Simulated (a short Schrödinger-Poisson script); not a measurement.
System: symmetric double-gate stack, Si3N4 on p-type Si(110), at 300 K.

```
layer  material  thickness (nm)  Na (cm⁻³)
-----  --------  --------------  ---------
1         Si3N4             2.1          -
2            Si              20       1e15
3         Si3N4             2.1          -
```

The device is made up for the run: typed textbook-type constants, with dimensions and the other settings drawn at random. Si3N4: permittivity 7.5, conduction-band edge (eV) 1.95, gap (eV) 5.1, electron mass (mₑ) 0.5. Si: permittivity 11.7, conduction-band edge (eV) 0, gap (eV) 1.124, Nv at 300 K (cm⁻³) 3.1e19.

Channel valleys (confinement mass, in-plane density-of-states mass, number): Δ4 0.315, 0.324, 4; Δ2 0.19, 0.417, 2. At the gates, both at one voltage, the conduction-band edge of layer 1 lies 2.47 eV − eVg above the Fermi level of the channel. Gaps are held at their typed values at every temperature. Mesh 0.03 nm at interfaces.

From a short Schrödinger-Poisson script (our own, NumPy): 1D Poisson equation in equilibrium, electrons quantum, Hartree (BenDaniel-Duke, 12 states a valley, the channel's in-plane mass for all, wave functions free to enter the dielectric), parabolic valleys, classical holes, full ionisation, no traps, pinning or gate leakage.

Only gate voltages with over 1e8 electrons/cm² are shown.

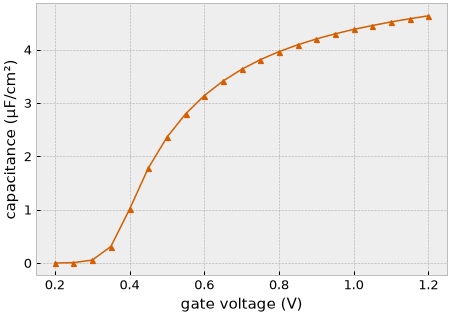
Fig. 1. Quasi-static capacitance against gate voltage

| Vg (V) | electrons (cm⁻²) | C (μF/cm²) | Δ4 E0 (meV) | Δ4 E1 (meV) | Δ2 E0 (meV) | Δ2 E1 (meV) |
|---|---|---|---|---|---|---|
| 0.2 | 1.90e8 | < 0.003 | 322.9 | 331.3 | 324.6 | 338.0 |
| 0.3 | 8.91e9 | 0.0551 | 223.5 | 231.8 | 225.2 | 238.5 |
| 0.4 | 2.49e11 | 1.01 | 138.3 | 145.0 | 140.0 | 151.6 |
| 0.5 | 1.33e12 | 2.36 | 96.7 | 98.9 | 99.7 | 105.9 |
| 0.6 | 3.07e12 | 3.14 | 73.5 | 73.9 | 80.0 | 82.5 |
| 0.7 | 5.19e12 | 3.63 | 57.3 | 57.4 | 66.8 | 67.9 |
| 0.8 | 7.57e12 | 3.96 | 45.2 | 45.2 | 56.9 | 57.5 |
| 0.9 | 1.01e13 | 4.20 | 35.6 | 35.6 | 49.2 | 49.5 |
| 1 | 1.28e13 | 4.38 | 27.7 | 27.7 | 42.8 | 43.0 |
| 1.1 | 1.56e13 | 4.52 | 21.0 | 21.0 | 37.3 | 37.4 |
| 1.2 | 1.84e13 | 4.64 | 15.1 | 15.1 | 32.6 | 32.6 |

Subbands count from the Fermi level. The capacitance is that of both gates.
